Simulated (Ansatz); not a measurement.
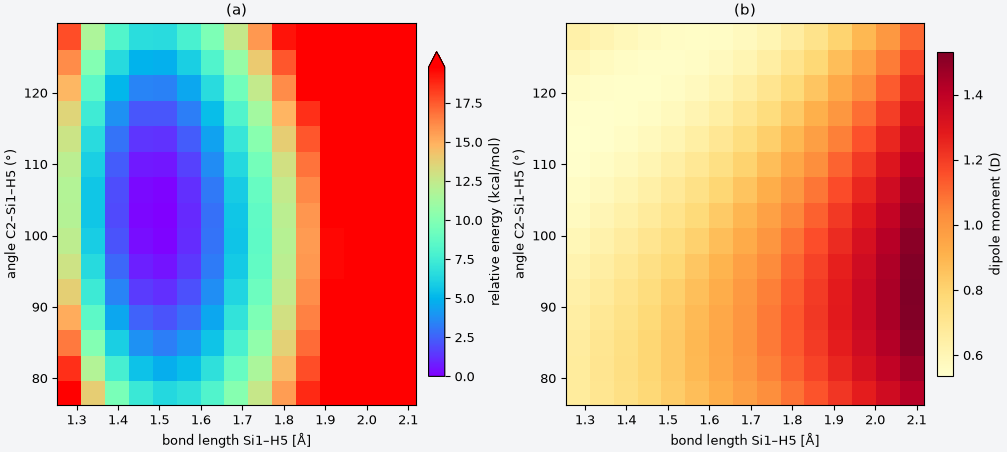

CH₂SSi, SMILES [SiH2]=C=S. First axis: bond length Si1–H5. Second axis: angle C2–Si1–H5. Nothing is relaxed (all other coordinates rigid). The scan uses a 15 × 15 grid. Points are written as (first, second). Energies: kcal/mol, counted from the lowest grid point. These are results of Ansatz 0.2.0, RKS PBE0-D4/def2-TZVP, not measurements.

Panel (a) is the energy; panel (b) is the computed dipole moment, in D.

The picture shows one coloured cell a grid point, one colour for all values above the top of the scale.

Question: How does the dipole moment vary over the map, and what is it at the lowest grid point?

Answer: Leaving out the highest fifth of the energies, it runs from 0.54 D at (1.283 Å, 113.7°) to 1.36 D at (1.973 Å, 92.2°). At the lowest grid point, (1.513 Å, 103.0°), it is 0.72 D.
